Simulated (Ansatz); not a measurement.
## GaC18: nudged elastic band (part 3 of 3)

The same run, continued: GaC18 (slab, 19 atoms in the cell); DFT LDA, scalar-relativistic, plane waves, PAW, spin-polarised (Ansatz 0.2.0); cutoff 420 eV, 2×2×1 k-mesh, Gaussian smearing of 0.02 eV, collinear spins. It belongs to a series of runs on one base structure; here: band between the two ends.

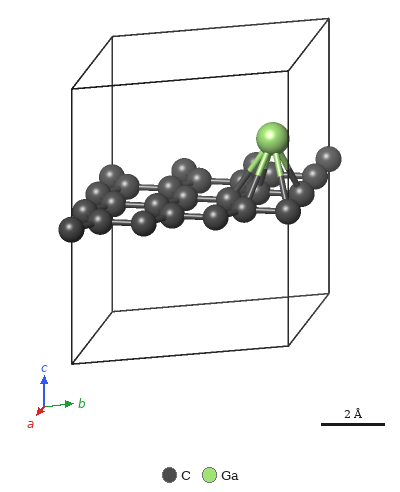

*The input geometry (ball-and-stick view of the cell of the calculation, with the vacuum cut short, seen slightly off an axis). An atom can appear more than once, as a periodic image.*

### Output, continued
```
  k-point 2 ↑: bands = ["-19.3981", "-19.1481", "-17.9960", "-17.9319", "-16.4242", "-16.3862", "-16.3826", "-16.3727", "-16.3640", "-15.4846", "-15.4459", "-15.4182", "-15.4030", "-14.5816", "-13.7062", "-11.9056", "-11.8730", "-11.7697", "-11.7649", "-8.7033", "-8.6375", "-8.5372", "-8.5097", "-8.4918", "-8.1893", "-8.1795", "-7.4416", "-6.9546", "-6.9433", "-6.9387", "-6.3435", "-6.0740", "-5.8580", "-5.7474", "-4.7291", "-4.6481", "-4.6371", "-3.5182", "-3.3445", "-3.3098", "-3.2157", "-2.9289", "0.3064", "0.7941", "1.4175", "1.6038", "1.9191", "1.9654", "2.1055", "2.8449", "3.6797", "4.0034", "4.5625", "4.6394", "5.3509", "5.5000", "5.5833", "5.7106", "5.8364", "6.0342", "6.1757", "6.6164"]
  k-point 3 ↓: bands = ["-19.3938", "-19.1541", "-18.0024", "-17.9233", "-16.4092", "-16.3927", "-16.3884", "-16.3752", "-16.3640", "-15.4653", "-15.4573", "-15.4386", "-15.3927", "-14.5728", "-13.7183", "-11.8943", "-11.8693", "-11.7910", "-11.7550", "-8.6956", "-8.6272", "-8.5321", "-8.5108", "-8.4953", "-8.1906", "-8.1852", "-7.4576", "-6.9681", "-6.9476", "-6.9290", "-6.3651", "-6.0347", "-5.8484", "-5.7574", "-4.7272", "-4.6516", "-4.6025", "-3.5780", "-3.3591", "-3.2925", "-3.2118", "-2.9296", "0.6583", "0.6804", "0.9225", "1.8172", "1.9039", "2.0079", "2.1423", "2.8132", "3.6772", "4.0488", "4.5562", "4.6564", "5.3636", "5.5179", "5.6885", "5.6896", "5.7525", "6.0189", "6.1477", "6.6110"]
this run last wrote the band of iteration 4 to [file]
--- NEB band (7 images, 4 band iterations, 391 SCF iterations) ---
  forward barrier  = 0.200844 eV
  backward barrier = 0.200844 eV
  lagrangian_above_aufbau_ev (what the smearing adds, to first order; not taken off the barriers): saddle image -0.000000 eV, end points +0.000000 and +0.000000 eV
  climbing image's point = of a kind that is not told: the force calls were inconclusive, a negative curvature could not be distinguished from the path's own, the only one lies far off the path, or fixed occupations may fill a level only in part (lowest curvatures found: -0.62 and 0.18 eV/Å²)
  energies are F+E_penalty+E_count in eV, relative to image 0
  image     s (Å)  Δ vs image 0  max|band force component| (eV/Å)     M (μB)  M_abs (μB)
      0    0.0000      0.000000                                 —    +0.0000      0.0000
      1    0.4067      0.052237                          2.106e-2    +0.0000      0.0000
      2    0.8135      0.152793                          3.272e-2    +0.0000      0.0000
  *   3    1.2202      0.200844                          3.326e-2    +0.0000      0.0000
      4    1.6275      0.152623                          3.476e-2    +0.0000      0.0000
      5    2.0348      0.051941                          2.328e-2    +0.0000      0.0000
      6    2.4420      0.000000                                 —    +0.0000      0.0000
  climbing-image geometry (image 3):
  cell:  # Å, volume = 568.7750 Å³
    - [7.398, 0.0, 0.0]
    - [-3.699, 6.406856, 0.0]
    - [0.0, 0.0, 12.0]
  atoms:
    - { symbol: C, position: [-0.006317054291253342, -0.0050689329867111875, 0.0801974148982917] }
    - { symbol: C, position: [0.21658951039523605, 0.10717194452952157, 0.08259218655523567] }
    - { symbol: C, position: [-0.006367248435254241, 0.3302066485701778, 0.08203147011274163] }
    - { symbol: C, position: [0.21590204858219889, 0.44050658347057065, 0.08314522764583418] }
    - { symbol: C, position: [-0.006808289027813386, 0.6619454997943108, 0.08331460366576979] }
    - { symbol: C, position: [0.2153640986023574, 0.7732504000395841, 0.08311232898437602] }
    - { symbol: C, position: [0.3266680183131705, -0.00457845151570712, 0.08331460741740283] }
    - { symbol: C, position: [0.5482690211255038, 0.10688595781989499, 0.08306324713966699] }
    - { symbol: C, position: [0.32697649350698743, 0.3292625399602179, 0.08299103551280804] }
    - { symbol: C, position: [0.5487438984825123, 0.4398698837467757, 0.08319937121813259] }
    - { symbol: C, position: [0.3263050131496308, 0.6623072731801882, 0.08353070353903491] }
    - { symbol: C, position: [0.5481053917613194, 0.7727107923408209, 0.08314476178519102] }
    - { symbol: C, position: [0.6584076332625318, -0.005018036806459733, 0.08203131145747881] }
    - { symbol: C, position: [0.8815134397904212, 0.10709882078300256, 0.07847470884319965] }
    - { symbol: C, position: [0.6596392516633844, 0.32897493186803073, 0.08276255309523342] }
    - { symbol: C, position: [0.8817289247408364, 0.44034507572058407, 0.08306373446782904] }
    - { symbol: C, position: [0.6593524186761912, 0.6616374621918186, 0.08299109075757045] }
    - { symbol: C, position: [0.88144255193661, 0.7720247780935471, 0.082592309139531] }
    - { symbol: Ga, position: [0.923618002765429, 1.0650328541998326, 0.26194672376467204] }
```

### The last band as extended XYZ (Å, eV, eV/Å)
```
19
Lattice="7.3980 0.0000 0.0000 -3.6990 6.4069 0.0000 0.0000 0.0000 12.0000" Properties=species:S:1:pos:R:3:forces:R:3 image=0 energy=-8078.47739
C    -0.0353   -0.0196    0.9918    0.0029   0.0017   0.0013
C     1.1959    0.6912    0.9956    0.0028   0.0015  -0.0014
C    -1.2759    2.1182    0.9956    0.0031   0.0029   0.0000
C    -0.0428    2.8233    0.9945   -0.0013   0.0093   0.0011
C    -2.5032    4.2440    0.9956    0.0042   0.0012   0.0000
C    -1.2760    4.9593    0.9945    0.0074  -0.0057   0.0011
C     2.4231   -0.0239    0.9946    0.0016  -0.0008  -0.0008
C     3.6504    0.6914    0.9956    0.0035  -0.0055  -0.0006
C     1.1902    2.1116    0.9946    0.0000   0.0017  -0.0008
C     2.4233    2.8168    0.9956   -0.0029   0.0054  -0.0006
C    -0.0487    4.2438    0.9956    0.0095   0.0056  -0.0018
C     1.1827    4.9548    0.9918   -0.0019  -0.0007   0.0027
C     4.8817   -0.0193    0.9920   -0.0053  -0.0163  -0.0013
C     6.1223    0.6966    0.9920   -0.0059   0.0035  -0.0015
C     3.6563    2.1117    0.9945   -0.0017  -0.0012   0.0020
C     4.8891    2.8235    0.9947    0.0015   0.0009  -0.0022
C     2.4235    4.2385    0.9921   -0.0168   0.0036  -0.0014
C     3.6638    4.9549    0.9920    0.0004  -0.0066  -0.0014
Ga    2.4242    5.6716    3.0771   -0.0011  -0.0006   0.0002
19
Lattice="7.3980 0.0000 0.0000 -3.6990 6.4069 0.0000 0.0000 0.0000 12.0000" Properties=species:S:1:pos:R:3:forces:R:3 image=1 energy=-8078.42515
C    -0.0301   -0.0233    0.9725   -0.0001   0.0097   0.0070
C     1.2014    0.6895    0.9846    0.0218   0.0276  -0.0010
C    -1.2721    2.1184    0.9794    0.0100   0.0321   0.0010
C    -0.0384    2.8221    0.9905    0.0062  -0.0023   0.0010
C    -2.5003    4.2422    0.9997    0.0188   0.0104  -0.0027
C    -1.2717    4.9563    0.9967    0.0007   0.0143  -0.0017
C     2.4276   -0.0266    0.9945    0.0005   0.0075   0.0011
C     3.6544    0.6887    0.9950   -0.0018   0.0212  -0.0023
C     1.1946    2.1099    0.9910   -0.0088   0.0055   0.0014
C     2.4271    2.8173    1.0039    0.0091   0.0088   0.0007
C    -0.0426    4.2429    1.0037    0.0002   0.0150  -0.0013
C     1.1888    4.9521    1.0095    0.0087   0.0122   0.0005
C     4.8853   -0.0241    0.9907    0.0041  -0.0015   0.0002
C     6.1255    0.6951    0.9637   -0.0030   0.0137   0.0095
C     3.6595    2.1095    0.9944    0.0110   0.0089  -0.0006
C     4.8923    2.8217    0.9925    0.0033   0.0048   0.0019
C     2.4266    4.2379    1.0116   -0.0019   0.0158   0.0017
C     3.6656    4.9512    0.9998   -0.0090   0.0083   0.0032
Ga    2.5565    6.0633    3.0962   -0.0697  -0.2119  -0.0235
19
Lattice="7.3980 0.0000 0.0000 -3.6990 6.4069 0.0000 0.0000 0.0000 12.0000" Properties=species:S:1:pos:R:3:forces:R:3 image=2 energy=-8078.32460
C    -0.0278   -0.0279    0.9636   -0.0142   0.0184   0.0058
C     1.2048    0.6881    0.9837    0.0316   0.0343  -0.0057
C    -1.2695    2.1177    0.9764    0.0120   0.0438  -0.0043
C    -0.0349    2.8216    0.9902    0.0093  -0.0110  -0.0039
C    -2.4990    4.2413    1.0011    0.0248   0.0116  -0.0018
C    -1.2688    4.9546    0.9974   -0.0015   0.0148  -0.0013
C     2.4312   -0.0281    0.9971    0.0020  -0.0013   0.0010
C     3.6580    0.6865    0.9972   -0.0020   0.0256  -0.0023
C     1.1982    2.1091    0.9897   -0.0175   0.0040  -0.0029
C     2.4302    2.8175    1.0013    0.0128   0.0067   0.0029
C    -0.0384    4.2427    1.0037   -0.0031   0.0164  -0.0004
C     1.1937    4.9504    1.0084    0.0156   0.0142   0.0047
C     4.8885   -0.0287    0.9910   -0.0034  -0.0120   0.0068
C     6.1265    0.6914    0.9471    0.0084   0.0095   0.0035
C     3.6617    2.1081    0.9935    0.0151   0.0059  -0.0016
C     4.8941    2.8211    0.9937   -0.0021   0.0003   0.0001
C     2.4288    4.2379    1.0080   -0.0025   0.0205   0.0041
C     3.6655    4.9484    0.9992   -0.0118  -0.0038   0.0101
Ga    2.7128    6.4484    3.1277   -0.0733  -0.1980  -0.0193
19
Lattice="7.3980 0.0000 0.0000 -3.6990 6.4069 0.0000 0.0000 0.0000 12.0000" Properties=species:S:1:pos:R:3:forces:R:3 image=3 energy=-8078.27655
C    -0.0280   -0.0325    0.9624   -0.0333   0.0191   0.0052
C     1.2059    0.6866    0.9911    0.0220   0.0251   0.0020
C    -1.2685    2.1156    0.9844    0.0097   0.0328   0.0030
C    -0.0322    2.8223    0.9977    0.0043  -0.0186  -0.0015
C    -2.4989    4.2410    0.9998    0.0161   0.0065   0.0000
C    -1.2670    4.9541    0.9973   -0.0074   0.0040  -0.0007
C     2.4336   -0.0293    0.9998    0.0025  -0.0167  -0.0001
C     3.6607    0.6848    0.9968   -0.0012   0.0160  -0.0010
C     1.2010    2.1095    0.9959   -0.0196  -0.0047  -0.0013
C     2.4325    2.8182    0.9984    0.0080  -0.0044   0.0026
C    -0.0359    4.2433    1.0024   -0.0101   0.0060  -0.0002
C     1.1966    4.9506    0.9977    0.0188   0.0059  -0.0015
C     4.8895   -0.0321    0.9844   -0.0240  -0.0254   0.0029
C     6.1253    0.6862    0.9417    0.0227  -0.0127   0.0008
C     3.6631    2.1077    0.9932    0.0106  -0.0061  -0.0019
C     4.8942    2.8212    0.9968   -0.0147  -0.0070  -0.0011
C     2.4305    4.2390    0.9959   -0.0063   0.0195  -0.0013
C     3.6652    4.9463    0.9911   -0.0108  -0.0317   0.0020
Ga    2.8934    6.8235    3.1434    0.0130  -0.0074  -0.0123
19
Lattice="7.3980 0.0000 0.0000 -3.6990 6.4069 0.0000 0.0000 0.0000 12.0000" Properties=species:S:1:pos:R:3:forces:R:3 image=4 energy=-8078.32477
C    -0.0319   -0.0350    0.9636   -0.0232   0.0035   0.0059
C     1.2042    0.6853    0.9992   -0.0028   0.0120   0.0101
C    -1.2720    2.1147    0.9910    0.0082   0.0079   0.0068
C    -0.0335    2.8249    1.0085   -0.0046  -0.0200   0.0047
C    -2.5012    4.2425    0.9970    0.0024  -0.0010   0.0010
C    -1.2684    4.9554    0.9974   -0.0140  -0.0065  -0.0014
C     2.4333   -0.0295    1.0011    0.0026  -0.0269  -0.0019
C     3.6608    0.6849    0.9937   -0.0012   0.0012   0.0002
C     1.2011    2.1115    1.0080   -0.0185  -0.0086   0.0041
C     2.4320    2.8206    1.0013    0.0007  -0.0142   0.0029
C    -0.0366    4.2458    1.0037   -0.0156  -0.0053  -0.0004
C     1.1959    4.9533    0.9902    0.0145  -0.0023  -0.0038
C     4.8872   -0.0324    0.9764   -0.0323  -0.0328  -0.0043
C     6.1213    0.6824    0.9471   -0.0034  -0.0111   0.0035
C     3.6621    2.1087    0.9936    0.0023  -0.0159  -0.0016
C     4.8913    2.8227    0.9972   -0.0234  -0.0110  -0.0024
C     2.4294    4.2417    0.9897   -0.0127   0.0131  -0.0029
C     3.6633    4.9465    0.9837   -0.0140  -0.0446  -0.0057
Ga    3.1282    7.1679    3.1276    0.1350   0.1627  -0.0193
19
Lattice="7.3980 0.0000 0.0000 -3.6990 6.4069 0.0000 0.0000 0.0000 12.0000" Properties=species:S:1:pos:R:3:forces:R:3 image=5 energy=-8078.42545
C    -0.0370   -0.0353    0.9725   -0.0092  -0.0043   0.0071
C     1.2018    0.6838    0.9998   -0.0119   0.0034   0.0031
C    -1.2776    2.1152    0.9907    0.0024  -0.0043   0.0002
C    -0.0373    2.8283    1.0095   -0.0063  -0.0127   0.0005
C    -2.5043    4.2448    0.9945   -0.0059  -0.0041   0.0012
C    -1.2713    4.9570    0.9967   -0.0127  -0.0081  -0.0017
C     2.4318   -0.0288    0.9997    0.0008  -0.0209  -0.0027
C     3.6593    0.6861    0.9925   -0.0022  -0.0059   0.0019
C     1.2000    2.1134    1.0116   -0.0138  -0.0068   0.0016
C     2.4306    2.8233    1.0039   -0.0029  -0.0120   0.0007
C    -0.0389    4.2493    1.0037   -0.0126  -0.0073  -0.0012
C     1.1937    4.9561    0.9906    0.0055  -0.0038   0.0011
C     4.8852   -0.0305    0.9794   -0.0229  -0.0246   0.0010
C     6.1176    0.6815    0.9637   -0.0125  -0.0038   0.0094
C     3.6598    2.1099    0.9944   -0.0023  -0.0139  -0.0006
C     4.8876    2.8247    0.9950   -0.0193  -0.0089  -0.0023
C     2.4269    4.2443    0.9910   -0.0095   0.0047   0.0014
C     3.6604    4.9487    0.9846   -0.0129  -0.0326  -0.0010
Ga    3.3839    7.4961    3.0961    0.1484   0.1660  -0.0235
19
Lattice="7.3980 0.0000 0.0000 -3.6990 6.4069 0.0000 0.0000 0.0000 12.0000" Properties=species:S:1:pos:R:3:forces:R:3 image=6 energy=-8078.47739
C    -0.0425   -0.0327    0.9921   -0.0168   0.0036  -0.0014
C     1.1978    0.6837    0.9920    0.0004  -0.0066  -0.0014
C    -1.2833    2.1163    0.9920   -0.0053  -0.0163  -0.0013
C    -0.0427    2.8322    0.9920   -0.0059   0.0035  -0.0015
C    -2.5087    4.2473    0.9945   -0.0018  -0.0012   0.0020
C    -1.2759    4.9591    0.9947    0.0015   0.0009  -0.0022
C     2.4288   -0.0273    0.9956    0.0043   0.0013   0.0000
C     3.6560    0.6880    0.9945    0.0074  -0.0057   0.0011
C     1.1977    2.1160    0.9918    0.0029   0.0017   0.0013
C     2.4289    2.8268    0.9956    0.0028   0.0015  -0.0014
C    -0.0429    4.2538    0.9956    0.0031   0.0029   0.0000
C     1.1902    4.9589    0.9945   -0.0012   0.0093   0.0011
C     4.8833   -0.0274    0.9956    0.0095   0.0056  -0.0018
C     6.1147    0.6836    0.9918   -0.0020  -0.0007   0.0027
C     3.6561    2.1117    0.9946    0.0016  -0.0008  -0.0008
C     4.8834    2.8270    0.9956    0.0034  -0.0055  -0.0006
C     2.4232    4.2472    0.9946    0.0000   0.0017  -0.0008
C     3.6563    4.9524    0.9956   -0.0029   0.0054  -0.0006
Ga    3.6572    7.8072    3.0771   -0.0011  -0.0006   0.0002
```

The run was set up as follows.

### Input
```yaml
crystal:
  lattice:
    - [7.398, 0.0, 0.0]
    - [-3.699, 6.406856, 0.0]
    - [0.0, 0.0, 12.0]
  atoms:
    - { symbol: C, position: [-0.00630221, -0.0030634, 0.08265355] }
    - { symbol: C, position: [0.21558795, 0.10788204, 0.08296986] }
    - { symbol: C, position: [-0.00715458, 0.33061092, 0.08296842] }
    - { symbol: C, position: [0.21454826, 0.44066516, 0.08287353] }
    - { symbol: C, position: [-0.0071551, 0.66240989, 0.08296823] }
    - { symbol: C, position: [0.21454811, 0.77405822, 0.08287346] }
    - { symbol: C, position: [0.32567089, -0.00373533, 0.08288359] }
    - { symbol: C, position: [0.54738733, 0.10791173, 0.08297017] }
    - { symbol: C, position: [0.3256714, 0.32958227, 0.0828839] }
    - { symbol: C, position: [0.54738747, 0.43965234, 0.0829705] }
    - { symbol: C, position: [0.324607, 0.66239081, 0.08296319] }
    - { symbol: C, position: [0.54654714, 0.7733605, 0.08265354] }
    - { symbol: C, position: [0.65836379, -0.00301648, 0.08267043] }
    - { symbol: C, position: [0.88192539, 0.10872471, 0.08266789] }
    - { symbol: C, position: [0.659026, 0.32960146, 0.08287701] }
    - { symbol: C, position: [0.88122446, 0.44070006, 0.08289265] }
    - { symbol: C, position: [0.6583638, 0.66155566, 0.08267088] }
    - { symbol: C, position: [0.88192432, 0.77337555, 0.08266744] }
    - { symbol: Ga, position: [0.77029507, 0.88523328, 0.25642115] }
magnetization:
  spin_polarized: true
basis:
  ecutwfc: 420.0
kpoints:
  mp_grid: { grid: [2, 2, 1] }
hamiltonian:
  xc: lda
scf:
  occupations: { method: gaussian, width: 0.02 }
  lower_state_search: "off"
neb:
  images: 5
  f_tol: 0.05
  initial_path: idpp
  max_iterations: 80
  final_atoms:
    - { symbol: C, position: [-0.00830287, -0.00511101, 0.08267088] }
    - { symbol: C, position: [0.21525765, 0.10670888, 0.08266744] }
    - { symbol: C, position: [-0.00830288, 0.33031685, 0.08267043] }
    - { symbol: C, position: [0.21525872, 0.44205804, 0.08266789] }
    - { symbol: C, position: [-0.00764067, 0.66293479, 0.08287701] }
    - { symbol: C, position: [0.21455779, 0.77403339, 0.08289265] }
    - { symbol: C, position: [0.32617823, -0.00425678, 0.08296823] }
    - { symbol: C, position: [0.54788144, 0.10739155, 0.08287346] }
    - { symbol: C, position: [0.32703112, 0.33026993, 0.08265355] }
    - { symbol: C, position: [0.54892128, 0.44121537, 0.08296986] }
    - { symbol: C, position: [0.32617875, 0.66394425, 0.08296842] }
    - { symbol: C, position: [0.54788159, 0.77399849, 0.08287353] }
    - { symbol: C, position: [0.65794033, -0.00427586, 0.08296319] }
    - { symbol: C, position: [0.87988047, 0.10669383, 0.08265354] }
    - { symbol: C, position: [0.65900422, 0.329598, 0.08288359] }
    - { symbol: C, position: [0.88072066, 0.44124506, 0.08297017] }
    - { symbol: C, position: [0.65900473, 0.6629156, 0.0828839] }
    - { symbol: C, position: [0.8807208, 0.77298567, 0.0829705] }
    - { symbol: Ga, position: [1.1036284, 1.21856661, 0.25642115] }
  order_check: true
```

Command:
```bash
ansatz run input.yaml --threads 2 --pin off --max-ram 5120MiB --backend cpu --events-out ev --progress --plain --runs-dir out
```

### Summary

| quantity | value |
| --- | --- |
| outcome | converged |
| barrier, forward | 0.201 eV |
| barrier, backward | 0.201 eV |
| electrons treated | 85 |
| hardware | 2 threads of INTEL XEON PLATINUM @ 2.30GHz (Emerald Rapids), 24 GiB of memory available, shared host |
| wall time | 1.9 min (CPU time 3.4 min) |
| peak memory | 1.8 GiB |

### Remarks

The program warns: spin is on but no starting moments are given.
